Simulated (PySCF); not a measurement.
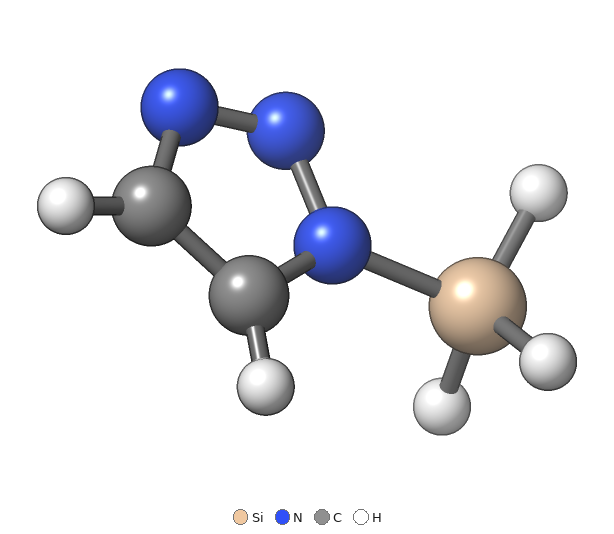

The geometry was computed by an optimisation with GFN2-xTB. No frequency run is at hand to confirm it as a minimum. Properties computed with CAM-B3LYP/def2-SVPD, gas phase (PySCF 2.14.0). Excitations: vertical, linear response.

> Give the brightest of the 8 lowest singlets at this level.

6.61 eV.

> What is the HOMO energy (Kohn–Sham orbital)?

−9.02 eV.

> Give the lowest vertical singlet excitation at this level.

5.59 eV.

> What is the LUMO energy (Kohn–Sham orbital)?

0.72 eV.

The geometry is semi-empirical. Around Si such bond lengths and angles can be off by a tenth of an ångström or more and by several degrees, and values that hang on the shape move with them.
